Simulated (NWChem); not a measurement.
**One shape, several levels: CH7BN2 (SMILES CB(N)N)**

Wanted: a comparison of 5 runs (HF/STO-3G, HF/3-21G, TPSS/pcseg-1, B3LYP/6-31G*) of CH7BN2. 

Program for the calculation: NWChem 7.3.0.

**1. The molecule**

CH7BN2 has 11 atoms, charge 0, and is taken as a singlet. SMILES: `CB(N)N`. The shape is that of a PBE0-D4/def2-TZVP optimisation.

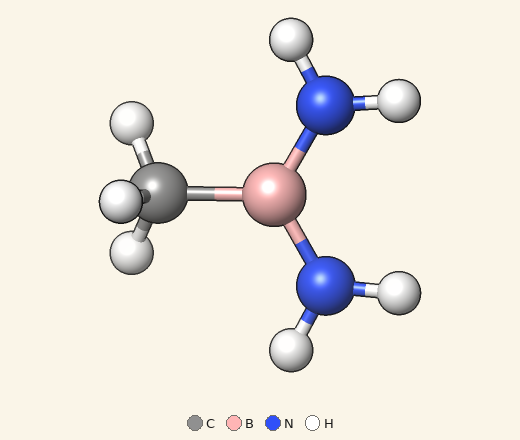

The structure, seen from a chosen angle (carbon grey, boron pink, nitrogen blue, hydrogen white).

**2. Energy and forces at HF/STO-3G (run 1)**

The input, input.nw:

```
start input
memory 2200 mb
charge 0

geometry noautosym nocenter noautoz
  C    -0.697600    1.164600   -0.169800
  B     0.096800   -0.189500    0.024000
  N     0.158900   -0.791900    1.303700
  N     0.762500   -0.778300   -1.078100
  H    -1.103000    1.271700   -1.179500
  H    -1.529900    1.266600    0.531700
  H    -0.033800    2.019900   -0.001700
  H     0.670200   -1.631100    1.510900
  H    -0.304800   -0.397700    2.100700
  H     0.733200   -0.374600   -1.995600
  H     1.313000   -1.616700   -1.025700
end

basis spherical bse
  * library STO-3G
end

scf
  thresh 1e-08
  maxiter 80
  print medium
end

task scf gradient
```

Command:

```
nwchem input.nw > input.out
```

Output:

```text
[...]
  functions       =    27
[...]
  wavefunction    = RHF
[...]
         Total SCF energy =   -173.426245478648
      One-electron energy =   -466.199901910101
      Two-electron energy =    176.776380923840
 Nuclear repulsion energy =    115.997275507613
        Time for solution =      1.0s
[...]
                         RHF ENERGY GRADIENTS
    atom               coordinates                        gradient
                 x          y          z           x          y          z
   1 C      -1.318273   2.200775  -0.320875    0.007089  -0.013523   0.001749
   2 B       0.182925  -0.358103   0.045353   -0.008237   0.013925  -0.001993
   3 N       0.300277  -1.496474   2.463636    0.001171  -0.011706   0.025516
   4 N       1.440916  -1.470774  -2.037314    0.013168  -0.011366  -0.022005
   5 H      -2.084368   2.403165  -2.228932   -0.003367   0.001626  -0.007261
   6 H      -2.891092   2.393527   1.004767   -0.006372   0.001601   0.004823
   7 H      -0.063873   3.817058  -0.003213    0.004724   0.006588   0.001201
   8 H       1.266494  -3.082332   2.855187   -0.006177   0.010618  -0.002770
   9 H      -0.575988  -0.751544   3.969747    0.005475  -0.004084  -0.011690
  10 H       1.385547  -0.707891  -3.771137   -0.000728  -0.004236   0.012825
  11 H       2.481210  -3.055120  -1.938292   -0.006746   0.010558  -0.000393
[...]
```

Run time: 1.8 s. Hardware: 1 thread of Intel Xeon 6975P-C (Granite Rapids), shared host; peak memory 0.096 GiB.

**3. Energy and forces at HF/3-21G (run 2)**

The input, input.xyz:

```xyz
11
CH7BN2
C     -0.697600     1.164600    -0.169800
B      0.096800    -0.189500     0.024000
N      0.158900    -0.791900     1.303700
N      0.762500    -0.778300    -1.078100
H     -1.103000     1.271700    -1.179500
H     -1.529900     1.266600     0.531700
H     -0.033800     2.019900    -0.001700
H      0.670200    -1.631100     1.510900
H     -0.304800    -0.397700     2.100700
H      0.733200    -0.374600    -1.995600
H      1.313000    -1.616700    -1.025700
```

The input, input.nw:

```
start input
title "CH7BN2"
memory 2200 mb
geometry units angstrom noautosym nocenter noautoz
  load format xyz input.xyz
end
basis spherical bse
  * library 3-21G
end
scf
  thresh 1e-08
  maxiter 80
end
task scf gradient
```

Command:

```
nwchem input.nw > input.out
```

Output:

```text
[...]
  functions       =    50
[...]
  wavefunction    = RHF
[...]
         Total SCF energy =   -174.666728680116
      One-electron energy =   -466.329872761185
      Two-electron energy =    175.665868573456
 Nuclear repulsion energy =    115.997275507613
        Time for solution =      1.2s
[...]
                         RHF ENERGY GRADIENTS
    atom               coordinates                        gradient
                 x          y          z           x          y          z
   1 C      -1.318273   2.200775  -0.320875    0.005589  -0.010282   0.001360
   2 B       0.182925  -0.358103   0.045353    0.001658   0.000053   0.000434
   3 N       0.300277  -1.496474   2.463636   -0.000193   0.005134  -0.015566
   4 N       1.440916  -1.470774  -2.037314   -0.007624   0.005029   0.013651
   5 H      -2.084368   2.403165  -2.228932   -0.001425   0.000615  -0.003690
   6 H      -2.891092   2.393527   1.004767   -0.002982   0.000599   0.002589
   7 H      -0.063873   3.817058  -0.003213    0.002174   0.002366   0.000554
   8 H       1.266494  -3.082332   2.855187    0.001970  -0.003299   0.001944
   9 H      -0.575988  -0.751544   3.969747   -0.001686   0.001543   0.002752
  10 H       1.385547  -0.707891  -3.771137   -0.000168   0.001560  -0.003220
  11 H       2.481210  -3.055120  -1.938292    0.002687  -0.003318  -0.000807
[...]
```

Wall time 2 s (1 thread of Intel Xeon 6975P-C (Granite Rapids), shared host); peak memory 0.099 GiB.

Runs 3 to 4 aren't shown in full; the table further down has their settings and results.

**4. Energy and forces at B3LYP/6-31G(d) (Cartesian functions) (run 5)**

The input, run.nw:

```
start run
title "CH7BN2 B3LYP"
memory total 2200 mb

geometry noautosym nocenter noautoz
   C     -0.697600     1.164600    -0.169800
   B      0.096800    -0.189500     0.024000
   N      0.158900    -0.791900     1.303700
   N      0.762500    -0.778300    -1.078100
   H     -1.103000     1.271700    -1.179500
   H     -1.529900     1.266600     0.531700
   H     -0.033800     2.019900    -0.001700
   H      0.670200    -1.631100     1.510900
   H     -0.304800    -0.397700     2.100700
   H      0.733200    -0.374600    -1.995600
   H      1.313000    -1.616700    -1.025700
end

basis
   C library 6-31G*
   B library 6-31G*
   N library 6-31G*
   H library 6-31G*
end

dft
   xc b3lyp
   grid xfine
   convergence energy 1e-08
   iterations 100
   mulliken
end

task dft gradient
```

Command:

```
nwchem run.nw > run.out
```

Output:

```text
[...]
          Wavefunction type:  closed shell.
          No. of atoms     :    11
          No. of electrons :    32
[...]
          Charge           :     0
          Spin multiplicity:     1
[...]
          AO basis - number of functions:    74
[...]
              XC Information
              --------------
                         B3LYP Method XC Potential
                     Hartree-Fock (Exact) Exchange  0.200
                        Slater Exchange Functional  0.800 local
                    Becke 1988 Exchange Functional  0.720 non-local
              Lee-Yang-Parr Correlation Functional  0.810
                  VWN I RPA Correlation Functional  0.190 local
[...]
 d= 0,ls=0.0,diis     1   -176.6995208981 -2.93D+02  1.06D-02  6.34D-01     3.3
[...]
 d= 0,ls=0.0,diis     8   -176.7646756914 -1.60D-09  2.47D-06  7.94D-08    23.7
         Total DFT energy =     -176.764675691433
      One electron energy =     -467.996055791712
           Coulomb energy =      201.278925271887
    Exchange-Corr. energy =      -26.044820679221
 Nuclear repulsion energy =      115.997275507613
[...]
  wavefunction    = closed shell
                         DFT ENERGY GRADIENTS
    atom               coordinates                        gradient
                 x          y          z           x          y          z
   1 C      -1.318273   2.200775  -0.320875    0.000255  -0.001996   0.000057
   2 B       0.182925  -0.358103   0.045353    0.000570   0.000365   0.000164
   3 N       0.300277  -1.496474   2.463636    0.000268  -0.000268  -0.000280
   4 N       1.440916  -1.470774  -2.037314    0.000068  -0.000216   0.000369
   5 H      -2.084368   2.403165  -2.228932    0.001186  -0.000495   0.002169
   6 H      -2.891092   2.393527   1.004767    0.002081  -0.000481  -0.001368
   7 H      -0.063873   3.817058  -0.003213   -0.000911  -0.002276  -0.000231
   8 H       1.266494  -3.082332   2.855187   -0.002504   0.004233  -0.001467
   9 H      -0.575988  -0.751544   3.969747    0.002053  -0.001498  -0.004189
  10 H       1.385547  -0.707891  -3.771137   -0.000177  -0.001556   0.004634
  11 H       2.481210  -3.055120  -1.938292   -0.002888   0.004188   0.000142
[...]
```

It took 29 s on 1 thread of Intel Xeon 6975P-C (Granite Rapids), shared host; peak memory 0.15 GiB.

**5. All runs side by side**

| run | level | iteration cap | module | energy (Eh) | dipole moment (D) | HOMO energy (eV) | LUMO energy (eV) | wall time |
| --- | --- | --- | --- | --- | --- | --- | --- | --- |
| 1 | HF/STO-3G | 80 | scf | -173.426245 | 1.04 | -8.03 | 10.85 | 1.8 s |
| 2 | HF/3-21G | 80 | scf | -174.666729 | 1.24 | -9.77 | 7.12 | 2 s |
| 3 | TPSS/pcseg-1 | 100 | dft | -176.761964 | – | – | – | 19 s |
| 4 | B3LYP/6-31G* (spherical functions) | 100 | dft | -176.761597 | 1.21 | -5.97 | 2.25 | 28 s |
| 5 | B3LYP/6-31G* (Cartesian functions) | 100 | dft | -176.764676 | 1.21 | -5.97 | 2.22 | 29 s |

**6. What came out**

```
                       quantity          value
            run 5: total energy  -176.76468 Eh
           run 5: dipole moment         1.21 D
             run 5: HOMO energy       -5.97 eV
             run 5: LUMO energy        2.22 eV
           run 5: HOMO–LUMO gap        8.19 eV
run 5: largest force on an atom     0.264 eV/Å
```

Over runs 1, 2, 4, 5 the dipole moment (its size) runs from 1.04 D (HF/STO-3G) to 1.24 D (HF/3-21G). Over runs 1, 2, 4, 5 the HOMO–LUMO gap runs from 8.19 eV (B3LYP/6-31G*) to 18.89 eV (HF/STO-3G). The two ends differ in method and basis. Totals of different functionals can't be ranked against each other. In run 1 the basis is minimal, so the values are rough. All runs together took 80 s, the longest 29 s.
